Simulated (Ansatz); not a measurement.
**WCl3F: a trial structure relaxed**

Aim: relax a trial structure of WCl3F and see where it ends.

Program: Ansatz 0.2.0. Level of theory: DFT PBE, scalar-relativistic, plane waves, PAW. These are calculated values, not measurements.

1 further run of the same task is left out (it didn't finish).

### 1 The system as given

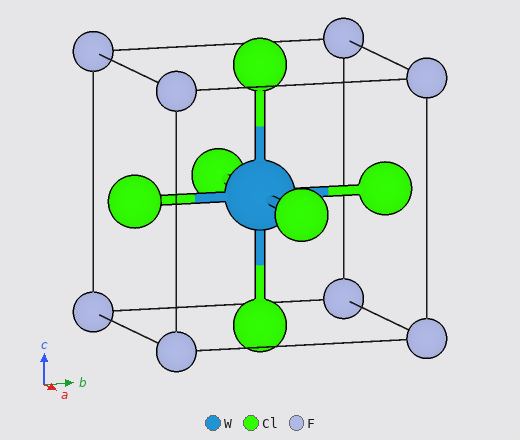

Start, viewed slightly off an axis; tungsten blue, chlorine green, fluorine light blue. Atoms on the faces are drawn again on the opposite ones.

As a file:

```cif
data_structure
_symmetry_space_group_name_H-M 'Pm-3m'
_symmetry_Int_Tables_number 221
_cell_length_a 4.7179
_cell_length_b 4.7179
_cell_length_c 4.7179
_cell_angle_alpha 90.000
_cell_angle_beta 90.000
_cell_angle_gamma 90.000
_cell_volume 105.02
loop_
_atom_site_label
_atom_site_type_symbol
_atom_site_symmetry_multiplicity
_atom_site_Wyckoff_symbol
_atom_site_fract_x
_atom_site_fract_y
_atom_site_fract_z
_atom_site_occupancy
W1 W 1 b 0.50000 0.50000 0.50000 1
Cl1 Cl 3 c 0.00000 0.50000 0.50000 1
F1 F 1 a 0.00000 0.00000 0.00000 1
```

The cell is invented: species swapped into a database cell of TmBPd3 (Pm-3m, No. 221), with F on the Tm sites, W on the B sites and Cl on the Pd sites. The dimensions are guesses.

### 2 Probe: one point on a coarse mesh

input.yaml

```yaml
crystal:
  lattice:
    - [4.71794067, 0.0, 0.0]
    - [0.0, 4.71794067, 0.0]
    - [0.0, 0.0, 4.71794067]
  atoms:
    - { symbol: W, position: [0.5, 0.5, 0.5] }
    - { symbol: Cl, position: [0.0, 0.5, 0.5] }
    - { symbol: Cl, position: [0.5, 0.0, 0.5] }
    - { symbol: Cl, position: [0.5, 0.5, 0.0] }
    - { symbol: F, position: [0.0, 0.0, 0.0] }
basis:
  ecutwfc: 420
kpoints:
  mp_grid: { grid: [4, 4, 4] }
hamiltonian:
  xc: pbe
scf:
  occupations: { method: gaussian, width: 0.1 }
  lower_state_search: "off"
output:
  forces: true
  stress: true
  eigenvalues: true
```

The run is started by

```console
> ansatz run input.yaml --threads 1 --pin off --max-ram 2560MiB --backend cpu --events-out ev --progress --plain --runs-dir out
```

The log of the run, cut to the lines that bear on the results:

```text
Warning: RAYON_NUM_THREADS=1 ignored (pool sized by the plan → 1); use --threads N
[...]
Pseudopotentials: kind: paw
Pseudopotential: W, paw, valence charge 14, recommended cutoff 420 eV (normal), W.paw.azcp
Pseudopotential: Cl, paw, valence charge 7, recommended cutoff 420 eV (normal), Cl.paw.azcp
Pseudopotential: F, paw, valence charge 7, recommended cutoff 420 eV (normal), F.paw.azcp
Functional definition: PBE
[...]
Crystal: 5 atoms, lattice volume = 105.016 Å³
Basis set: ecut = 420 eV, 2103 PW (Γ), exchange–correlation on 64×64×64 points (8 copies of the dense FFT grid, shifted against one another)
Bands: 26, of which v1, the nominal top of the filled ones, is band 21 counted from 1 (20 counted from 0)
Symmetry: 48 space group operations
Space group: Pm-3m (ITA 221), of the structure as read, at distance tolerance 4.7e-5 Å
k-points: 10 of 64
[...]
SCF iter   1: F=—  HF=-14430.703061 eV  |F-HF|=—  |Δ(HF+E_count)|=         —  Δρ=7.14e-3  dr2=6.25e-2  ethr=1.77e-3  ⟨swp⟩=6.2  Hψ=1244  notcnv=0
[...]
SCF iter   9: F=-14430.696014 eV  HF=-14430.696014 eV  |F-HF|=1.76e-8  |Δ(HF+E_count)|=   1.03e-6  Δρ=5.47e-6  dr2=2.79e-8  ethr=2.38e-10  ⟨swp⟩=6.5  Hψ=1223  notcnv=0
[...]
SCF converged after 9 iterations
Free energy (F): -14430.696014 eV
[...]
E sigma→0 (E₀):  -14430.688797 eV
Entropy (-TS):   -0.014435 eV (-2.887 meV/atom)
Fermi energy:    5.271970 eV
[...]
--- Forces (eV/Å), atoms counted from 1 ---
  atom   1  W      0.00000000     0.00000000     0.00000000
  atom   2  Cl     0.00000000    -0.00000000     0.00000000
  atom   3  Cl    -0.00000000    -0.00000000     0.00000000
  atom   4  Cl     0.00000000    -0.00000000     0.00000000
  atom   5  F     -0.00000000    -0.00000000    -0.00000000
[...]
--- Stress (GPa, compression-positive) ---
       -2.346729      -0.000000       0.000000
        0.000000      -2.346729       0.000000
        0.000000      -0.000000      -2.346729
  P = ⅓ Tr σ = -2.3467 GPa (-23.467 kbar)
--- Band table (eV; the first three rows and the last of 10) ---
  k-point 0: bands = ["-70.2742", "-34.5033", "-34.5033", "-34.5033", "-13.5343", "-11.8371", "-10.9648", "-10.9648", "-0.4674", "-0.4674", "-0.4674", "2.0315", "2.0315", "2.0315", "2.1057", "2.1057", "2.1057", "3.6026", "3.6026", "3.6026", "5.1110", "5.1110", "5.1110", "5.4081", [...]
[...]
```

It took 3.1 s on 1 thread of Intel Xeon Platinum 8259CL at 2.50GHz (Skylake/Cascade Lake), shared host; peak memory 0.37 GiB.

Read-out: pressure -2.3 GPa, largest force 0.00 eV/Å, gap on this mesh none (metal). The coarse relaxation is skipped.

### 3 Final relaxation

input.yaml: that of step 2 with these lines changed.

```diff
@@ -14,3 +14,3 @@
 kpoints:
-  mp_grid: { grid: [4, 4, 4] }
+  mp_grid: { grid: [8, 8, 8] }
 hamiltonian:
@@ -19,3 +19,2 @@
   occupations: { method: gaussian, width: 0.1 }
-  lower_state_search: "off"
 output:
@@ -24 +23,6 @@
   eigenvalues: true
+relax:
+  adjacent_minimum: "off"
+  f_tol: 0.01
+  max_steps: 80
+  cell: { stress_tol: 0.05 }
```

The run is started by

```console
> ansatz run input.yaml --threads 1 --pin off --max-ram 2560MiB --backend cpu --events-out ev --progress --plain --runs-dir out
```

The log of the run, cut to the lines that bear on the results:

```text
Warning: RAYON_NUM_THREADS=1 ignored (pool sized by the plan → 1); use --threads N
[...]
[... 5 set-up lines as earlier in the session ...]
[...]
Crystal: 5 atoms, lattice volume = 105.016 Å³
Basis set: ecut = 420 eV, 2103 PW (Γ), exchange–correlation on 64×64×64 points (8 copies of the dense FFT grid, shifted against one another)
Bands: 26, of which v1, the nominal top of the filled ones, is band 21 counted from 1 (20 counted from 0)
[... 2 set-up lines as earlier in the session ...]
k-points: 35 of 512
[...]
        0.004859      -0.000000      -0.000000
       -0.000000       0.004859      -0.000000
       -0.000000      -0.000000       0.004859
  P = ⅓ Tr σ = 0.0049 GPa (0.049 kbar)
--- Band table (eV; the first three rows and the last of 35) ---
[... band rows left out ...]
[...]
--- Relaxed structure (3 steps of the walk, 3 accepted, 2 SCFs on fresh bases) ---
  F+E_penalty+E_count = -14430.81187246 eV   max|allowed force component| = 8.539e-30 eV/Å   (the final SCF, on the basis selected at the relaxed cell)
  cell:  # Å, volume = 101.2237 Å³
    - [4.660445510261037, -3.831798118520438e-34, 3.851859888774472e-34]
    - [-3.831798118520438e-34, 4.660445510261037, 1.2839532962581572e-34]
    - [2.5679065925163148e-34, 1.2839532962581572e-34, 4.660445510261037]
  atoms:
    - { symbol: W, position: [0.5, 0.5, 0.5] }
    - { symbol: Cl, position: [-1.2756690890524507e-37, 0.5, 0.5] }
    - { symbol: Cl, position: [0.5, -2.7639496927507243e-37, 0.5] }
    - { symbol: Cl, position: [0.5, 0.5, -3.401784237188e-37] }
    - { symbol: F, position: [-4.167185690480661e-36, 1.488280603812623e-37, 1.1481021800555377e-36] }
```

Run time: 43 s. Hardware: 1 thread of Intel Xeon Platinum 8259CL at 2.50GHz (Skylake/Cascade Lake), shared host; peak memory 0.44 GiB.

Step by step:

| step | E - E(step 1) (eV/cell) | largest force component (eV/Å) | pressure (GPa) | volume (Å³) |
| --- | --- | --- | --- | --- |
| 1 | 0.0000 | 0.0000 | -2.76 | 105.02 |
| 2 | -0.0362 | 0.0000 | -0.03 | 101.32 |
| 3 | -0.0339 | 0.0000 | -0.08 | 101.32 |
| 4 | -0.0340 | 0.0000 | 0.01 | 101.22 |
| 5 | -0.0339 | 0.0000 | 0.00 | 101.22 |

Step 1 is the start. Steps 3, 5 each repeat the geometry before them on a plane-wave basis chosen anew, so the energy can jump there without any move.

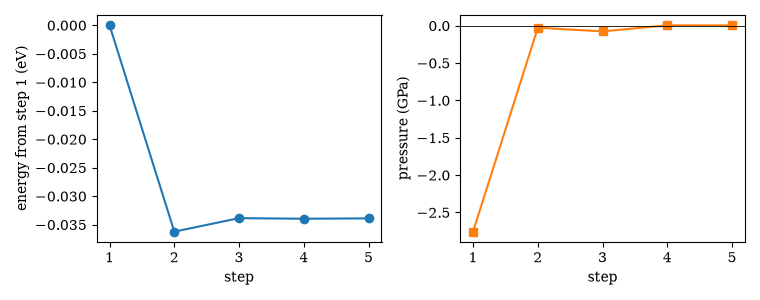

Energy and pressure along the relaxation.

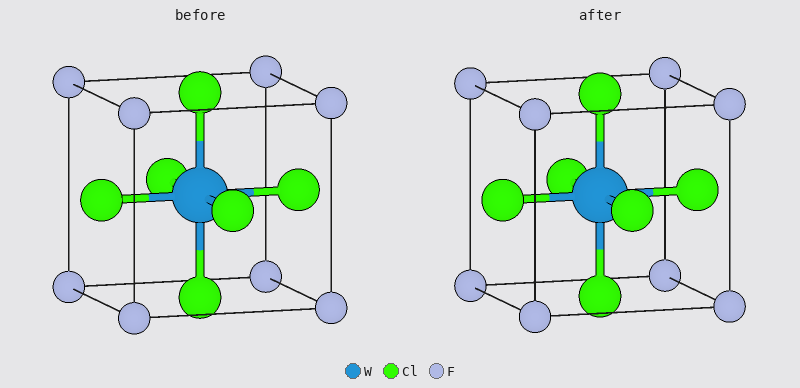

Before and after, at one scale. The change is too small to see at this scale.

|  | before | after | change |
| --- | --- | --- | --- |
| a (Å) | 4.718 | 4.660 | -1.2 % |
| b (Å) | 4.718 | 4.660 | -1.2 % |
| c (Å) | 4.718 | 4.660 | -1.2 % |
| volume (Å³/atom) | 21.00 | 20.24 | -3.6 % |
| shortest distance (Å) | 2.359 | 2.330 | -1.2 % |
| space group (0.01 Å) | Pm-3m | Pm-3m | same |

The run keeps the 48 symmetry operations of the start, so it could not have lowered the symmetry.

### 4 Changed: ecutrho_ratio 4, scf.algorithm density_mixing

input.yaml

```yaml
crystal:
  lattice:
    - [4.6604455103, 0.0, 0.0]
    - [0.0, 4.6604455103, 0.0]
    - [0.0, 0.0, 4.6604455103]
  atoms:
    - { symbol: W, position: [0.5, 0.5, 0.5] }
    - { symbol: Cl, position: [0.0, 0.5, 0.5] }
    - { symbol: Cl, position: [0.5, 0.0, 0.5] }
    - { symbol: Cl, position: [0.5, 0.5, 0.0] }
    - { symbol: F, position: [0.0, 0.0, 0.0] }
basis:
  ecutwfc: 420
  ecutrho_ratio: 4
kpoints:
  mp_grid: { grid: [8, 8, 8] }
hamiltonian:
  xc: pbe
scf:
  occupations: { method: gaussian, width: 0.1 }
  algorithm: density_mixing
output:
  forces: true
  eigenvalues: true
  stress: true
```

The run is started by

```console
> ansatz run input.yaml --threads 1 --pin off --max-ram 2560MiB --backend cpu --events-out ev --progress --plain --runs-dir out
```

The log of the run, cut to the lines that bear on the results:

```text
Warning: RAYON_NUM_THREADS=1 ignored (pool sized by the plan → 1); use --threads N
[...]
[... 5 set-up lines as earlier in the session ...]
[...]
Crystal: 5 atoms, lattice volume = 101.224 Å³
Basis set: ecut = 420 eV, 1935 PW (Γ), exchange–correlation on 64×64×64 points (8 copies of the dense FFT grid, shifted against one another)
Bands: 26, of which v1, the nominal top of the filled ones, is band 21 counted from 1 (20 counted from 0)
[... 2 set-up lines as earlier in the session ...]
k-points: 35 of 512
[...]
SCF iter   1: F=—  HF=-14430.828742 eV  |F-HF|=—  |Δ(HF+E_count)|=         —  Δρ=9.57e-3  dr2=1.27e-1  ethr=1.77e-3  ⟨swp⟩=6.1  Hψ=4446  notcnv=0
[...]
SCF iter  10: F=-14430.811872 eV  HF=-14430.811872 eV  |F-HF|=6.97e-9  |Δ(HF+E_count)|=   8.81e-8  Δρ=2.59e-6  dr2=8.59e-9  ethr=2.38e-10  ⟨swp⟩=6.2  Hψ=3820  notcnv=0
[...]
SCF converged after 10 iterations
Free energy (F): -14430.811872 eV
[...]
E sigma→0 (E₀):  -14430.808180 eV
Entropy (-TS):   -0.007385 eV (-1.477 meV/atom)
Fermi energy:    5.797099 eV
[...]
--- Forces (eV/Å), atoms counted from 1 ---
  atom   1  W      0.00000000    -0.00000000     0.00000000
  atom   2  Cl     0.00000000     0.00000000     0.00000000
  atom   3  Cl    -0.00000000    -0.00000000     0.00000000
  atom   4  Cl     0.00000000    -0.00000000     0.00000000
  atom   5  F     -0.00000000     0.00000000    -0.00000000
[...]
--- Stress (GPa, compression-positive) ---
        0.004855       0.000000      -0.000000
        0.000000       0.004855       0.000000
        0.000000       0.000000       0.004855
  P = ⅓ Tr σ = 0.0049 GPa (0.049 kbar)
--- Band table (eV; the first three rows and the last of 35) ---
[... band rows left out ...]
[...]
```

Run time: 8.2 s. Hardware: 1 thread of Intel Xeon Platinum 8259CL at 2.50GHz (Skylake/Cascade Lake), shared host; peak memory 0.42 GiB.

```csv
run,ending,energy change,pressure (GPa),gap (eV),force (eV/Å),cycles,time
step 3,converged,0,0.0,0.00,0.00,-,43 s
variant,converged,0.0 meV/atom,0.0,0.00,0.00,10,8.2 s
```

With the changed solver the energy agrees within 0.5 meV/atom.

### 5 Results

| quantity | value |
| --- | --- |
| symmetry at the end (tolerance 0.05 Å) | space group Pm-3m (No. 221) |
| conventional cell | a = 4.660 Å, b = 4.660 Å, c = 4.660 Å, α = 90.00°, β = 90.00°, γ = 90.00° |
| volume | 20.24 Å³/atom |
| energy over the elements (uncorrected; H, N, O, F and Cl as molecules) | -0.41 eV/atom |
| gap on the mesh | none (metal) |

**Reading.** The space group Pm-3m (No. 221) is kept, and the volume per atom shrinks by 3.6 % from the first guess. A negative formation energy is needed for stability but isn't enough; other structures and compounds were not set against it here. No finished test with a distortion of lower symmetry is shown, so the end may be a saddle point. Spin-orbit coupling is left out for W. The final runs have no spin polarisation, so no magnetic state was tried and one may lie lower. Other magnetic orders were not searched.
